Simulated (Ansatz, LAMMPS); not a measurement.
**Structural relaxation of a frame of liquid (Rb,Cs)F from 760 K (72 atoms)**

How does a frame of liquid (Rb,Cs)F from 760 K (72 atoms) relax, and what do bonds, charges and levels look like afterwards?

Main program and level: Ansatz 0.2.0; Kohn-Sham DFT, revPBE, PAW (set soft_2), plane waves.

## (1) Starting point

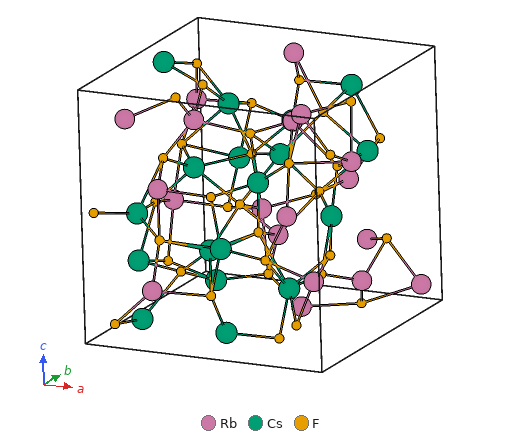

Start, viewed slightly off an axis; rubidium pink, caesium teal, fluorine orange. Some periodic images of atoms are drawn too.

The cell holds 72 atoms: 18 Rb, 18 Cs and 36 F. Its edges and angles: a = 13.192 Å, b = 13.192 Å, c = 13.192 Å, α = 90.0°, β = 90.0°, γ = 90.0°. 72 atoms (18 Rb, 18 Cs, 36 F) placed at random at 3.34 g/cm³, melted at 1800 K for 10 ps at fixed volume with the Lennard-Jones and Coulomb ion parameters for SPC/E (Joung and Cheatham, J. Phys. Chem. B 112, 9020 (2008)), full charges. Snapshot at the end of a hold of 20 ps at 760 K and fixed volume.

Before any run, some limits are plain. The starting topology of bonds comes from the classical model. The ion parameters were fitted for water, not for melts, so the starting structure of this cell may lie well off the real melt's. The Brillouin zone is sampled at Γ only, in a cell whose shortest periodic width is 13 Å. Spin–orbit coupling is left out, which matters for the levels of the heavy elements.

## (2) The classical run that made the cell

A classical potential makes the cell, at a small fraction of what the same run would cost in DFT.

This step: classical MD, Lennard-Jones and Coulomb ion parameters for SPC/E (Joung and Cheatham, J. Phys. Chem. B 112, 9020 (2008)), full charges (LAMMPS 22 Jul 2025 - Update 4).

in.lmp reads:

```
# melt-quench of Rb18Cs18F36
units metal
atom_style charge
boundary p p p
region box block 0 13.1917 0 13.1917 0 13.1917
create_box 3 box
mass 1 85.4678   # Rb
mass 2 132.9055   # Cs
mass 3 18.9984   # F
create_atoms 1 random 18 825470 NULL overlap 2.2 maxtry 2000
create_atoms 2 random 18 825477 NULL overlap 2.2 maxtry 2000
create_atoms 3 random 36 825484 NULL overlap 2.2 maxtry 2000
pair_style lj/cut/coul/long 9.0
pair_modify mix arithmetic tail yes
pair_coeff 1 1 0.019302 3.0950   # Rb
pair_coeff 2 2 0.003897 3.6010   # Cs
pair_coeff 3 3 0.000321 4.0215   # F
set type 1 charge 1
set type 2 charge 1
set type 3 charge -1
kspace_style pppm 1.0e-4
neigh_modify delay 0 every 1 check yes
thermo_style custom step time temp pe press density
thermo_modify norm yes
timestep 0.002
thermo 100
min_style cg
minimize 1e-4 1e-4 200 2000
reset_timestep 0
velocity all create 1800 825471 mom yes dist gaussian
fix lim all nve/limit 0.05
fix lan all langevin 1800 1800 0.2 825472 zero yes
thermo 500
run 1000 post no
# [... 10 lines left out ...]
compute msd all msd com yes
thermo 2500
fix md all nvt temp 760 760 0.2
run 10000 post no
print "== T760: mean square displacement over the hold $(c_msd[4]:%.2f) A^2"
unfix md
uncompute msd
write_dump all custom T760.dump id type xs ys zs modify sort id
```

Command:

```sh
> lmp -in in.lmp -log none -nocite
```

Numbers of over 12 decimals in the logs are rounded to 6 here.

The program printed:

```text
LAMMPS (22 Jul 2025 - Update 4)
Created orthogonal box = (0 0 0) to (13.1917 13.1917 13.1917)
Created 18 atoms
Created 18 atoms
Created 36 atoms
PPPM initialization ...
  G vector (1/distance) = 0.3089196
  grid = 9 9 9
  estimated relative force accuracy = 7.3154557e-05
   Step          Time           Temp          PotEng         Press         Density
         0   0              0             -0.74250959     162904.67      3.3380024
       100   0.2            0             -3.8969877     -6915.8912      3.3380024
       109   0.218          0             -3.9043299     -6582.458       3.3380024
Loop time of 0.0274626 s on 1 MPI rank(s) for 109 steps with 72 atoms
Minimization stats:
  Stopping criterion = energy tolerance
  Energy initial, next-to-last, final =
     -0.74250959329591  -3.90395771823956  -3.90432987973283
  Force two-norm initial, final = 88.088744 0.43190788
  Iterations, force evaluations = 109 137
   Step          Time           Temp          PotEng         Press         Density
         0   0              1800          -3.9043299      1103.7528      3.3380024
       500   1              1389.7224     -3.6549695      6452.6624      3.3380024
      1000   2              1971.7814     -3.7171182      193.19291      3.3380024
Loop time of 0.161726 s on 1 MPI rank(s) for 1000 steps with 72 atoms
   Step          Time           Temp          PotEng         Press         Density
      1000   2              1971.7814     -3.7171182      193.19291      3.3380024
      1666   3.332          1975.9364     -3.6634165      9290.3349      3.3380024
      2499   4.998          1504.4792     -3.6796655      8252.5099      3.3380024
      3332   6.664          1577.287      -3.6573319      3674.4479      3.3380024
      4165   8.33           1714.9422     -3.6697659      8127.1395      3.3380024
      4998   9.996          1906.5416     -3.6892763      10030.758      3.3380024
[... 2 lines left out ...]
Loop time of 0.810582 s on 1 MPI rank(s) for 5000 steps with 72 atoms
   Step          Time           Temp          PotEng         Press         Density
[... 5 lines left out ...]
Loop time of 0.397325 s on 1 MPI rank(s) for 2500 steps with 72 atoms
   Step          Time           Temp          PotEng         Press         Density
[... 2 lines left out ...]
     12500   25             924.43128     -3.83543       -2955.9622      3.3380024
     15000   30             843.39132     -3.8125633     -622.02332      3.3380024
     17500   35             782.33513     -3.8191289     -8156.726       3.3380024
     18500   37             838.47529     -3.8255803      1211.9936      3.3380024
Loop time of 1.53701 s on 1 MPI rank(s) for 10000 steps with 72 atoms
== T760: mean square displacement over the hold 10.60 A^2
```

Elapsed: 3 s, on 1 thread of Arm Neoverse V2, shared host; peak memory 0.07 GiB.

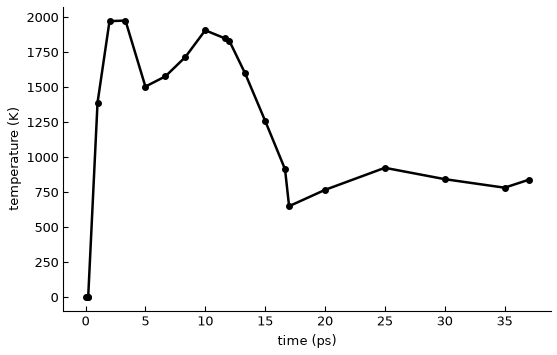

Temperature against time.

## (3) Single point at the start

The forces at the start show how far the geometry lies from a minimum of this functional.

input.yaml reads:

```yaml
crystal:
  lattice:
    - [13.1917, 0.0, 0.0]
    - [0.0, 13.1917, 0.0]
    - [0.0, 0.0, 13.1917]
  atoms:
    - { symbol: Rb, position: [0.54573, 0.5501, 0.33364] }
    - { symbol: Rb, position: [0.69745, 0.84782, 0.48644] }
    - { symbol: Rb, position: [0.9745, 0.34223, 0.72994] }
    - { symbol: Rb, position: [0.96651, 0.89669, 0.08735] }
    - { symbol: Rb, position: [0.01081, 0.94652, 0.6954] }
    - { symbol: Rb, position: [0.68606, 0.42791, 0.83301] }
    - { symbol: Rb, position: [0.70025, 0.97843, 0.21194] }
    - { symbol: Rb, position: [0.24449, 0.15827, 0.59142] }
    - { symbol: Rb, position: [0.92969, 0.09039, 0.32318] }
    - { symbol: Rb, position: [0.80908, 0.11773, 0.55927] }
    - { symbol: Rb, position: [0.29076, 0.38084, 0.80634] }
    - { symbol: Rb, position: [0.84018, 0.65663, 0.1561] }
    - { symbol: Rb, position: [0.02293, 0.71128, 0.36765] }
    - { symbol: Rb, position: [0.28524, 0.00982, 0.23755] }
    - { symbol: Rb, position: [0.83671, 0.20864, 0.93901] }
    - { symbol: Rb, position: [0.54068, 0.73294, 0.99833] }
    - { symbol: Rb, position: [0.16874, 0.05231, 0.88995] }
    - { symbol: Rb, position: [0.38305, 0.7367, 0.36568] }
    - { symbol: Cs, position: [0.04451, 0.62368, 0.93745] }
    - { symbol: Cs, position: [0.59661, 0.30088, 0.61652] }
    - { symbol: Cs, position: [0.47259, 0.24504, 0.02662] }
    - { symbol: Cs, position: [0.41936, 0.93877, 0.65938] }
    - { symbol: Cs, position: [0.11181, 0.25623, 0.03741] }
    - { symbol: Cs, position: [0.69796, 0.89509, 0.84339] }
    - { symbol: Cs, position: [0.08493, 0.29039, 0.44054] }
    - { symbol: Cs, position: [0.00534, 0.44501, 0.20165] }
    - { symbol: Cs, position: [0.36329, 0.34182, 0.31157] }
    - { symbol: Cs, position: [0.19117, 0.56135, 0.55681] }
    - { symbol: Cs, position: [0.73188, 0.26921, 0.22314] }
    - { symbol: Cs, position: [0.5294, 0.61948, 0.63006] }
    - { symbol: Cs, position: [0.51201, 0.14352, 0.39056] }
    - { symbol: Cs, position: [0.86289, 0.69174, 0.65982] }
    - { symbol: Cs, position: [0.24028, 0.76615, 0.75582] }
    - { symbol: Cs, position: [0.81594, 0.4701, 0.46057] }
    - { symbol: Cs, position: [0.18914, 0.93794, 0.48717] }
    - { symbol: Cs, position: [0.24609, 0.60889, 0.10466] }
    - { symbol: F, position: [0.20734, 0.3993, 0.19416] }
    - { symbol: F, position: [0.16174, 0.36876, 0.64461] }
    - { symbol: F, position: [0.89862, 0.29187, 0.36644] }
    - { symbol: F, position: [0.01901, 0.06344, 0.4999] }
    - { symbol: F, position: [0.29597, 0.22776, 0.93876] }
    - { symbol: F, position: [0.75612, 0.25176, 0.72395] }
    - { symbol: F, position: [0.68428, 0.68236, 0.79601] }
    - { symbol: F, position: [0.84138, 0.4821, 0.65776] }
    - { symbol: F, position: [0.45486, 0.63514, 0.14563] }
    - { symbol: F, position: [0.75937, 0.48432, 0.22211] }
    - { symbol: F, position: [0.75744, 0.80646, 0.01503] }
    - { symbol: F, position: [0.84055, 0.11012, 0.13584] }
    - { symbol: F, position: [0.04493, 0.5209, 0.41646] }
    - { symbol: F, position: [0.34906, 0.7345, 0.5789] }
    - { symbol: F, position: [0.19232, 0.82715, 0.32452] }
    - { symbol: F, position: [0.49117, 0.11555, 0.60053] }
    - { symbol: F, position: [0.56678, 0.34959, 0.40302] }
    - { symbol: F, position: [0.48577, 0.87621, 0.84377] }
    - { symbol: F, position: [0.03006, 0.63727, 0.14817] }
    - { symbol: F, position: [0.52071, 0.91657, 0.38629] }
    - { symbol: F, position: [0.07912, 0.82754, 0.87738] }
    - { symbol: F, position: [0.65946, 0.3157, 0.00516] }
    - { symbol: F, position: [0.24264, 0.55467, 0.89013] }
    - { symbol: F, position: [0.10684, 0.04009, 0.07816] }
    - { symbol: F, position: [0.22419, 0.98546, 0.69252] }
    - { symbol: F, position: [0.85844, 0.8347, 0.27414] }
    - { symbol: F, position: [0.81055, 0.89677, 0.64537] }
    - { symbol: F, position: [0.39579, 0.53344, 0.44169] }
    - { symbol: F, position: [0.95725, 0.38789, 0.95223] }
    - { symbol: F, position: [0.46982, 0.1341, 0.2027] }
    - { symbol: F, position: [0.50276, 0.43022, 0.763] }
    - { symbol: F, position: [0.68287, 0.6333, 0.49622] }
    - { symbol: F, position: [0.25918, 0.13127, 0.3997] }
    - { symbol: F, position: [0.05196, 0.73717, 0.58282] }
    - { symbol: F, position: [0.72476, 0.09544, 0.38223] }
    - { symbol: F, position: [0.98758, 0.14608, 0.81452] }
kpoints:
  mp_grid: { grid: [1, 1, 1] }
hamiltonian:
  xc: revpbe
scf:
  occupations: { method: fixed }
output:
  forces: true
  stress: true
  populations: true
  dos:
    method: { smearing: { sigma: 0.15 } }
    de: 0.1
    projected: { site_lists: { Cs: [Cs], F: [F], Rb: [Rb] } }
  eigenvalues: true
```

Command:

```sh
> ansatz run input.yaml --threads 4 --pin off --max-ram 8192MiB --backend cpu --events-out ev --progress --plain --runs-dir out
```

The program printed:

```text
Engine: ansatz 0.2.0, aarch64-unknown-linux-gnu
Pseudopotentials: kind: paw
Pseudopotential: Rb, paw, valence charge 9, recommended cutoff 420 eV (normal), Rb.paw.azcp
Pseudopotential: Cs, paw, valence charge 9, recommended cutoff 420 eV (normal), Cs.paw.azcp
Pseudopotential: F, paw, valence charge 7, recommended cutoff 420 eV (normal), F.paw.azcp
Functional definition: revPBE
  parameter kappa = 1.245
  parameter beta = 0.066725
  exchange = pbe_x(kappa = kappa, mu = beta*pi^2/3)
  correlation = pbe_c(beta = beta)
Crystal: 72 atoms, lattice volume = 2295.632 Å³
Basis set: ecut = 420 eV, 44713 PW (Γ), exchange–correlation on 180×180×180 points (8 copies of the dense FFT grid, shifted against one another)
Bands: 360, of which v1, the nominal top of the filled ones, is band 288 counted from 1 (287 counted from 0)
Symmetry: 1 space group operations
Space group: P1 (ITA 1), of the structure as read, at distance tolerance 1.3e-4 Å
k-points: 1
Non-local potential: Rb, projectors of the file, l = 0: 3, l = 1: 2, l = 2: 2
Non-local potential: Cs, projectors of the file, l = 0: 3, l = 1: 2, l = 2: 2, l = 3: 2
Non-local potential: F, projectors of the file, l = 0: 2, l = 1: 2, l = 2: 1
PAW form: soft (Blöchl's): semilocal exchange-correlation on the pseudo side does not see the compensation charge
PAW frozen core: Rb, regenerated for the run's functional, and the local potential with it (the file was generated under x = pbe(κ = 0.804, μ = 0.219515), c = pbe(β = 0.066725))
PAW frozen core: Cs, regenerated for the run's functional, and the local potential with it (the file was generated under x = pbe(κ = 0.804, μ = 0.219515), c = pbe(β = 0.066725))
PAW frozen core: F, regenerated for the run's functional, and the local potential with it (the file was generated under x = pbe(κ = 0.804, μ = 0.219515), c = pbe(β = 0.066725))
PAW one-centre angular grid: Rb, 110 points (default); XC on 64 Gauss nodes
PAW one-centre angular grid: Cs, 194 points (default); XC on 64 Gauss nodes
PAW one-centre angular grid: F, 110 points (default); XC on 64 Gauss nodes
Initial density: superposition of atomic densities (neutral atoms: chi_scale 0, normalization atom), corrected by the library's trained network
Initial wavefunctions: pseudopotential atomic-orbital guess
Functional: x = revpbe(κ = 1.245, μ = 0.219515), c = pbe(β = 0.066725)
SCF iter   1: F=—  HF=-190330.240860 eV  |F-HF|=—  |Δ(HF+E_count)|=         —  Δρ=2.83e-3  dr2=2.15e-1  ethr=1.77e-3  ⟨swp⟩=5.0  Hψ=1294  notcnv=0  defer=70
preconditioner: auto → Resta (q_TF=auto, 2.167 Å⁻¹)  ε∞=2.7  [insulator: Δε(μ)=3.724 eV  Ē_g=13.843 eV  n_scr=388 (ndim 8)  ℏωp=17.8 eV  f_vac=0.245  ε∞_Penn≈2.7]
SCF iter   2: F=—  HF=-190330.215515 eV  |F-HF|=—  |Δ(HF+E_count)|=   2.53e-2  Δρ=1.67e-3  dr2=3.98e-2  ethr=3.73e-5  ⟨swp⟩=2.0  Hψ=686  notcnv=0  defer=70
SCF iter   3: F=—  HF=-190330.212805 eV  |F-HF|=—  |Δ(HF+E_count)|=   2.71e-3  Δρ=6.16e-4  dr2=1.40e-2  ethr=6.92e-6  ⟨swp⟩=2.0  Hψ=560  notcnv=0  defer=70
SCF iter   4: F=—  HF=-190330.211971 eV  |F-HF|=—  |Δ(HF+E_count)|=   8.34e-4  Δρ=1.43e-4  dr2=6.03e-4  ethr=2.43e-6  ⟨swp⟩=3.0  Hψ=513  notcnv=0  defer=70
SCF iter   5: F=—  HF=-190330.211945 eV  |F-HF|=—  |Δ(HF+E_count)|=   2.58e-5  Δρ=1.40e-4  dr2=3.12e-4  ethr=1.05e-7  ⟨swp⟩=2.0  Hψ=584  notcnv=0  defer=70
SCF iter   6: F=—  HF=-190330.211769 eV  |F-HF|=—  |Δ(HF+E_count)|=   1.76e-4  Δρ=3.18e-5  dr2=2.21e-5  ethr=5.42e-8  ⟨swp⟩=2.0  Hψ=566  notcnv=0  defer=70
SCF iter   7: F=—  HF=-190330.211976 eV  |F-HF|=—  |Δ(HF+E_count)|=   2.06e-4  Δρ=8.29e-6  dr2=1.74e-6  ethr=3.83e-9  ⟨swp⟩=2.0  Hψ=650  notcnv=0  defer=70
SCF iter   8: F=—  HF=-190330.211975 eV  |F-HF|=—  |Δ(HF+E_count)|=   8.16e-7  Δρ=7.68e-6  dr2=8.97e-7  ethr=3.02e-10  ⟨swp⟩=2.0  Hψ=564  notcnv=0  defer=70
SCF iter   9: F=-190330.211975 eV  HF=-190330.211975 eV  |F-HF|=1.77e-8  |Δ(HF+E_count)|=   2.52e-7  Δρ=1.46e-6  dr2=5.25e-8  ethr=1.74e-11  ⟨swp⟩=18.0  Hψ=2812  notcnv=0
SCF 1 converged in 9 iterations: F = -190330.211975 eV  dr2 = 5.25e-8
  greatest PAW one-centre occupation: 0.973 electrons in one spin orbital (limit 2), on the Rb atom at site 7 (counted from 0), in its partial waves of l = 0
SCF converged after 9 iterations
Free energy (F): -190330.211975 eV
Harris-Foulkes:  -190330.211975 eV  (|F-HF|=1.77e-8)
Internal energy: -190330.211975 eV  (E = F + TS)
E sigma→0 (E₀):  -190330.211975 eV
Fermi energy:    1.848771 eV
--- Per-component energies (eV) ---
  E_band       = -3872.645909
  E_kinetic    = 13540.064566
  E_local      = -46124.774713  (includes V_loc(G=0)·N_el)
  E_nonlocal   = 6248.792223
  E_hartree    = 17172.517523
  E_xc         = -8457.630456
  E_vxc        = -8514.299654  (∫ρ·V_xc dr)
  E_paw        = -145762.530805  (= ΣΔE_a)
  E_vpaw       = -3367.540383  (= ΣTr[D̂ρ^β])
  E_aug_tail   = 0.074163  (compensation charges beyond the density's cutoff)
  E_ewald      = -26944.609551
  E_core_change = -2.114924  (= ΣΔE_core)
  E_smearing   = -0.000000  (= −TS)
  E_closure    = 0.000000  (closes the sum)
  Σ components = -190330.211975   (vs F -190330.211975, Δ=0.00e0)
--- Forces (eV/Å), atoms counted from 1 ---
  atom   1  Rb     1.31961381    -0.31950944    -0.56330601
  atom   2  Rb    -0.19824187     0.00610510    -0.46597683
  atom   3  Rb    -0.37064317    -0.00390096     0.30280315
  atom   4  Rb    -0.15034760     0.04778428    -0.12956975
  atom   5  Rb    -0.40105066     0.00636890     0.12041788
  atom   6  Rb     0.40794057     0.44478420     0.30171211
  atom   7  Rb    -0.25580973    -0.32945741    -0.03714759
  atom   8  Rb     0.48521713     0.62089775     0.76017270
  atom   9  Rb    -0.06716665    -0.28859255    -0.43341401
  atom  10  Rb     0.04827279    -0.00063154     0.55937942
  atom  11  Rb     0.50172772     0.26114213    -0.09985846
  atom  12  Rb    -1.26638151     0.28269707    -0.10643956
  atom  13  Rb    -0.10363618     0.42034382    -0.03462323
  atom  14  Rb     0.12269882     0.08253586    -0.41706936
[...]
atom  71  F      0.29910449    -0.31452932    -0.07318324
  atom  72  F      0.44774589    -0.29143180    -0.07245808
  max |Σ_I F_I| component: 4.45e-5 eV/Å
--- Stress (GPa, compression-positive) ---
        1.723455      -0.193841       0.112944
       -0.193841       1.478203       0.151859
        0.112944       0.151859       1.840417
  P = ⅓ Tr σ = 1.6807 GPa (16.807 kbar)
--- Band table (eV) ---
  k-point 0: bands = ["-23.9477", "-23.7738", "-23.4437", "-23.3821", [... 344 levels ...], "9.2808", "9.2969", "9.3388", "9.3585", "9.3762", "9.4105", "9.4386", "9.4583", "9.4771", "9.5354", "9.5704", "9.6014"]
--- Löwdin populations: 72 sites ---
  site symbol       q [e]
     0     Rb      8.1296
     1     Rb      8.1256
     2     Rb      8.1306
[...]
71      F      7.7978
  spilling = 0.006318 (of n_electrons = 576.000000)
```

Elapsed: 31 s, on 4 threads of Arm Neoverse V2, shared host; peak memory 2.6 GiB.

In the SCF lines HF is the Harris–Foulkes energy and dr2 the Hartree energy of the density residual, in eV; the loop may stop once dr2 is under the threshold and the program's other checks hold. Hψ counts applications of the Hamiltonian.

The run gave:

- free energy: -190330.2120 eV
- free energy per atom: -2643.4752 eV/atom
- SCF cycles: 9
- pressure: 1.681 GPa
- r.m.s. force component: 0.3594 eV/Å
- longest force: 1.47 eV/Å
- Fermi energy: 1.849 eV
- gap (highest filled to lowest empty level): 3.7 eV
- spilling of the projection: 0.006318

The r.m.s. force component of 0.36 eV/Å and the pressure of 1.7 GPa set the starting point.

Length of the force by element:

```
element  coordination  atoms  mean length of the force (eV/Å)  spread  least   most
     Cs           all     18                            0.645   0.285  0.160   1.25
      F           all     36                            0.512   0.177  0.178  0.951
     Rb           all     18                            0.595   0.333  0.204   1.47
```

(Part 1 of 3 ends here.)

[Logs are printed without paths, hosts, clocks, repeated set-up lines and the standing remarks that a program may print on its own settings, such as how far it seeks lower states.]

[Hosts, paths, dates, database ids (printed as entryN), source tags and the programs' standing remarks are cut or masked in the printed files.]
